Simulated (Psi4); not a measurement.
**quartet [CF2]+ at 5 levels**

Wanted: a comparison of 5 runs (UHF/STO-3G, UB3LYP/6-31G*, UOMP2/cc-pVTZ, UMP3/cc-pVTZ) of quartet [CF2]+. 

Program for the calculation: Psi4 1.11.

6 further runs of the same task are left out: 4 that didn't finish, 2 set aside as unsound or not needed.

### 1 The structure to begin with

[CF2]+: 3 atoms, total charge +1, spin state quartet. SMILES of the parent species: `F[C+]F`. Geometry: relaxed at PBE0-D4/def2-TZVP. That shape belongs to the parent species and isn't relaxed for this state.

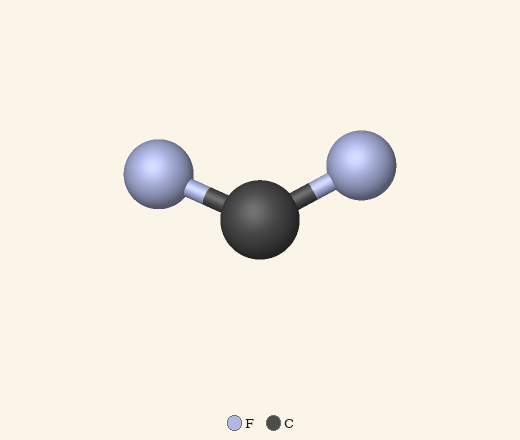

The structure, seen from a chosen angle (fluorine light blue, carbon dark grey).

### 2 Energy and gradient at UHF/STO-3G (run 1)

cf2.xyz reads:

```xyz
3
CF2
F      0.379110     0.972980     0.316190
C      0.275710    -0.221360     0.127270
F     -0.654830    -0.751620    -0.443470
```

cf2.py reads:

```python
import psi4

psi4.set_memory(2200000000)
psi4.set_num_threads(1)
psi4.core.set_output_file('cf2.out', False)

with open('cf2.xyz') as f:
    atoms = ''.join(f.readlines()[2:])
mol = psi4.geometry('1 4\n' + atoms + 'symmetry c1')

options = {'reference': 'uhf', 'puream': True, 'e_convergence': 1e-09, 'd_convergence': 1e-08, 'scf_type': 'pk', 'maxiter': 100}
psi4.set_options(options)

e, wfn = psi4.gradient('scf/STO-3G', molecule=mol, return_wfn=True)
psi4.oeprop(wfn, 'MULLIKEN_CHARGES', 'LOWDIN_CHARGES', 'MAYER_INDICES', title='SCF')
print('gradient / Eh bohr^-1')
print(e.np.round(6))
print(f'energy = {wfn.energy():.10f} Eh')
for k, v in sorted(psi4.core.scalar_variables().items()):
    print(f'{k:45s} {v:18.10f}')
```

Started as:

```console
$ python cf2.py
```

cf2.out:

```text
[...]
  Running in c1 symmetry.
[...]
  Nuclear repulsion =   67.033256693421976
[...]
  Multiplicity = 4
[...]
  Nalpha       = 13
  Nbeta        = 10
[...]
    Number of basis functions: 15
[...]
   @UHF iter   1:  -232.80978576645424   -3.04177e-01   1.35304e-02 DIIS/ADIIS
[...]
   @UHF iter  16:  -232.84653644394857    2.84217e-14   2.09007e-09 DIIS
[...]
   @S^2 Observed:                3.769953642E+00
[...]
    Orbital Energies [Eh]
    ---------------------
    Alpha Occupied:
       1A    -26.718329     2A    -26.718243     3A    -11.617788
       4A     -2.210450     5A     -2.148083     6A     -1.343355
       7A     -1.233169     8A     -1.212865     9A     -1.212568
      10A     -1.136154    11A     -1.113148    12A     -0.829089
      13A     -0.688475
    Alpha Virtual:
      14A      0.182881    15A      0.364100
    Beta Occupied:
[...]
  @UHF Final Energy:  -232.84653644394857
   => Energetics <=
    Nuclear Repulsion Energy =             67.0332566934219756
    One-Electron Energy =                -447.2085617707297729
    Two-Electron Energy =                 147.3287686333592603
    Total Energy =                       -232.8465364439485654
  UHF NO Occupations:
  HONO-2 :   11  A 1.0000000
  HONO-1 :   12  A 1.0000000
[...]
 Multipole Moments:
 ------------------------------------------------------------------------------------
     Multipole            Electronic (a.u.)      Nuclear  (a.u.)        Total (a.u.)
 ------------------------------------------------------------------------------------
 L = 1.  Multiply by 2.5417464519 to convert [e a0] to [Debye]
 Dipole X            :         -0.1725660            0.2057569            0.0331908
 Dipole Y            :          0.1266649           -0.1510640           -0.0243991
 Dipole Z            :         -0.0000000            0.0000000           -0.0000000
 Magnitude           :                                                    0.0411940
[...]
  -Total Gradient:
     Atom            X                  Y                   Z
    ------   -----------------  -----------------  -----------------
       1       -0.013163688521    -0.267664094749    -0.000000000000
       2       -0.238279967137     0.174927797617     0.000000000000
       3        0.251443655659     0.092736297133     0.000000000000
[...]
  Mulliken Charges: (a.u.)
   Center  Symbol    Alpha    Beta     Spin     Total
       1     F     4.72496  4.01595  0.70901  0.25909
       2     C     3.55008  1.96812  1.58195  0.48180
       3     F     4.72496  4.01593  0.70903  0.25910
   Total alpha = 13.00000, Total beta = 10.00000, Total charge =  1.00000
  Lowdin Charges: (a.u.)
   Center  Symbol    Alpha    Beta     Spin     Total
       1     F     4.66562  3.95643  0.70919  0.37795
       2     C     3.66876  2.08715  1.58161  0.24409
       3     F     4.66562  3.95642  0.70921  0.37796
[...]
```

The script printed:

```text
gradient / Eh bohr^-1
[[-0.013164 -0.267664 -0.      ]
 [-0.23828   0.174928  0.      ]
 [ 0.251444  0.092736  0.      ]]
energy = -232.8465364439 Eh
CURRENT ENERGY                                   -232.8465364439
CURRENT REFERENCE ENERGY                         -232.8465364439
DD SOLVATION ENERGY                                 0.0000000000
HF KINETIC ENERGY                                 228.3924959792
HF POTENTIAL ENERGY                              -461.2390324232
HF TOTAL ENERGY                                  -232.8465364439
HF VIRIAL RATIO                                     2.0195016935
NUCLEAR REPULSION ENERGY                           67.0332566934
ONE-ELECTRON ENERGY                              -447.2085617707
PCM POLARIZATION ENERGY                             0.0000000000
PE ENERGY                                           0.0000000000
SCF ITERATION ENERGY                             -232.8465364439
SCF ITERATIONS                                     16.0000000000
SCF TOTAL ENERGY                                 -232.8465364439
TWO-ELECTRON ENERGY                               147.3287686334
```

Wall time 7.5 s (1 thread of AMD EPYC (Zen 3), shared host); peak memory 0.18 GiB.

### 3 Energy and gradient at UB3LYP/6-31G(d) (spherical functions) (run 2)

cf2.in reads:

```
memory 2200 mb

molecule {
  1 4
  F      0.379110     0.972980     0.316190
  C      0.275710    -0.221360     0.127270
  F     -0.654830    -0.751620    -0.443470
  units angstrom
  symmetry c1
}

set {
  reference uks
  puream true
  e_convergence 1e-09
  d_convergence 1e-08
  scf_type pk
  dft_radial_points 99
  dft_spherical_points 590
  maxiter 100
}

e_tot, wfn = gradient("b3lyp/6-31G*", return_wfn=True)
oeprop(wfn, "QUADRUPOLE", "MULLIKEN_CHARGES", "MAYER_INDICES", title="B3LYP")
```

Started as:

```console
$ psi4 -n 1 cf2.in cf2.out
```

cf2.out:

```text
[...]
  Running in c1 symmetry.
[...]
  Nuclear repulsion =   67.033256693421976
[...]
  Multiplicity = 4
[...]
  Nalpha       = 13
  Nbeta        = 10
[...]
    Number of basis functions: 42
[...]
   @UKS iter   1:  -236.94200006696818    7.16854e-01   6.47833e-03 DIIS/ADIIS
[...]
   @UKS iter  12:  -236.97728901674682   -9.94760e-13   3.45830e-09 DIIS
[...]
   @S^2 Observed:                3.756005784E+00
[...]
    Orbital Energies [Eh]
    ---------------------
    Alpha Occupied:
       1A    -25.239599     2A    -25.239597     3A    -10.697484
       4A     -1.794145     5A     -1.742624     6A     -1.112798
       7A     -1.038248     8A     -1.012445     9A     -0.983445
      10A     -0.942409    11A     -0.910244    12A     -0.662264
      13A     -0.521552
    Alpha Virtual:
      14A     -0.164825    15A     -0.056188    16A      0.168835
      17A      0.174874    18A      0.234910    19A      0.235369
      20A      0.730990    21A      0.777197    22A      0.778073
      23A      0.819375    24A      0.881593    25A      0.890048
[...]
  @UKS Final Energy:  -236.97728901674682
   => Energetics <=
    Nuclear Repulsion Energy =             67.0332566934219756
    One-Electron Energy =                -451.8390240648124632
    Two-Electron Energy =                 168.7927700625699572
    DFT Exchange-Correlation Energy =     -20.9642917079262538
    Empirical Dispersion Energy =           0.0000000000000000
    VV10 Nonlocal Energy =                  0.0000000000000000
    Total Energy =                       -236.9772890167468233
[...]
  -Total Gradient:
     Atom            X                  Y                   Z
    ------   -----------------  -----------------  -----------------
       1        0.007613165629    -0.184455312137    -0.000000000000
       2       -0.185889072713     0.136474133385    -0.000000000000
       3        0.178269327978     0.047986009410    -0.000000000000
[...]
 Multipole Moments:
 ------------------------------------------------------------------------------------
     Multipole            Electronic (a.u.)      Nuclear  (a.u.)        Total (a.u.)
 ------------------------------------------------------------------------------------
 L = 1.  Multiply by 2.5417464519 to convert [e a0] to [Debye]
 Dipole X            :         -0.1890695            0.2057569            0.0166874
 Dipole Y            :          0.1388182           -0.1510640           -0.0122458
 Dipole Z            :          0.0000000            0.0000000            0.0000000
 Magnitude           :                                                    0.0206985
 L = 2.  Multiply by 1.3450342976 to convert [e a0^2] to [Debye ang]
 Quadrupole XX       :        -37.3615322           29.3239648           -8.0375674
 Quadrupole XY       :        -31.6047364           32.9826245            1.3778881
[...]
  Mulliken Charges: (a.u.)
   Center  Symbol    Alpha    Beta     Spin     Total
       1     F     4.69695  4.06462  0.63233  0.23842
       2     C     3.60609  1.87076  1.73534  0.52315
       3     F     4.69695  4.06462  0.63233  0.23842
   Total alpha = 13.00000, Total beta = 10.00000, Total charge =  1.00000
  Mayer Bond Indices:
  Total Bond Index:
  Irrep: 1 Size: 3 x 3
[...]
```

Run time: 27 s. Hardware: 1 thread of AMD EPYC (Zen 3), shared host; peak memory 0.4 GiB.

Runs 3 to 4 aren't shown in full; the table further down has their settings and results.

### 4 A single-point energy at UMP3/cc-pVTZ (run 5)

cf2_ase.py reads:

```python
import numpy as np
from ase.calculators.psi4 import Psi4
from ase import Atoms

mol = Atoms(['F', 'C', 'F'], positions=[
    [0.379110, 0.972980, 0.316190],
    [0.275710, -0.221360, 0.127270],
    [-0.654830, -0.751620, -0.443470],
])
calc = Psi4(atoms=mol, method='mp3', basis='cc-pVTZ', memory='2200MB', num_threads=1, charge=1, multiplicity=4, label='cf2', reference='uhf')
calc.psi4.set_options({'puream': True, 'e_convergence': 1e-09, 'd_convergence': 1e-08, 'scf_type': 'pk', 'num_frozen_docc': 3, 'maxiter': 100, 'mp_type': 'conv'})
mol.calc = calc

print(f'energy: {mol.get_potential_energy():.6f} eV')
```

Started as:

```console
$ python cf2_ase.py
```

cf2.dat:

```text
[...]
  Running in c1 symmetry.
[...]
  Nuclear repulsion =   67.033256693421961
[...]
  Multiplicity = 4
[...]
  Nalpha       = 13
  Nbeta        = 10
[...]
    Number of basis functions: 90
[...]
   @UHF iter   1:  -235.95872928066015    4.65949e-01   5.08474e-03 DIIS/ADIIS
[...]
   @UHF iter  17:  -236.08269467482461   -1.53477e-12   5.33317e-09 DIIS
[...]
   @S^2 Observed:                3.794538513E+00
[...]
    Orbital Energies [Eh]
    ---------------------
    Alpha Occupied:
       1A    -26.863279     2A    -26.863266     3A    -11.748058
       4A     -2.234952     5A     -2.179766     6A     -1.411482
       7A     -1.304171     8A     -1.299721     9A     -1.271009
      10A     -1.224994    11A     -1.194265    12A     -0.886938
      13A     -0.725207
    Alpha Virtual:
      14A     -0.018679    15A      0.038082    16A      0.120564
      17A      0.131929    18A      0.218040    19A      0.336390
      20A      0.474294    21A      0.514166    22A      0.527463
      23A      0.546080    24A      0.607137    25A      0.695316
[...]
  @UHF Final Energy:  -236.08269467482461
   => Energetics <=
    Nuclear Repulsion Energy =             67.0332566934219614
    One-Electron Energy =                -451.8238554332491503
    Two-Electron Energy =                 148.7079040650025945
    Total Energy =                       -236.0826946748246087
  UHF NO Occupations:
  HONO-2 :   11  A 1.0000000
  HONO-1 :   12  A 1.0000000
[...]
 Multipole Moments:
 ------------------------------------------------------------------------------------
     Multipole            Electronic (a.u.)      Nuclear  (a.u.)        Total (a.u.)
 ------------------------------------------------------------------------------------
 L = 1.  Multiply by 2.5417464519 to convert [e a0] to [Debye]
 Dipole X            :         -0.1084513            0.1872806            0.0788294
 Dipole Y            :          0.0870508           -0.1503607           -0.0633099
 Dipole Z            :         -0.0500650            0.0864515            0.0363865
 Magnitude           :                                                    0.1074532
[...]
	SCS-MP2 Total Energy (a.u.)        :  -236.62662001328647
	SOS-MP2 Total Energy (a.u.)        :  -236.61533756584390
[...]
	SOS-PI-MP2 Total Energy (a.u.)     :  -236.65631009592232
[...]
	MP2 Total Energy (a.u.)            :  -236.64918490817158
[...]
	SCS-MP3 Total Energy (a.u.)        :  -236.62831903782131
[...]
	MP3 Total Energy (a.u.)            :  -236.65598100631098
[...]
```

The script printed:

```text
energy: -6439.737254 eV
```

Run time: 56 s. Hardware: 1 thread of AMD EPYC (Zen 3), shared host; peak memory 0.87 GiB.

### 5 Overview of the runs

| run | level | integration grid | Cartesian functions | energy (Eh) | HOMO energy (eV) | LUMO energy (eV) | ⟨S²⟩ | wall time |
| --- | --- | --- | --- | --- | --- | --- | --- | --- |
| 1 | UHF/STO-3G | – | no | -232.846536 | -18.73 | -11.81 | 3.770 | 7.5 s |
| 2 | UB3LYP/6-31G* (spherical functions) | 99 radial × 590 angular | no | -236.977289 | -14.19 | – | 3.756 | 27 s |
| 3 | UB3LYP/6-31G* (Cartesian functions) | 99 radial × 590 angular | yes | -236.979906 | -14.19 | – | 3.756 | 26 s |
| 4 | UOMP2/cc-pVTZ (density fitting for correlation) | – | no | -236.666516 | -19.73 | -14.33 | 3.795 | 2.6 min |
| 5 | UMP3/cc-pVTZ | – | no | -236.655981 | -19.73 | -14.33 | 3.795 | 56 s |

### 6 Summary of results

```
                                                         quantity          value
                                              run 5: total energy  -236.65598 Eh
run 5: HOMO energy (Hartree–Fock orbitals) (highest over α and β)      -19.73 eV
 run 5: LUMO energy (Hartree–Fock orbitals) (lowest over α and β)      -14.33 eV
               run 5: correlation energy (3 core orbitals frozen)     -573.3 mEh
                         run 5: ⟨S²⟩ of the reference determinant          3.795
```

**Reading.** In run 1 the basis is minimal, so the values are rough. All runs together took 4.6 min, the longest 2.6 min.
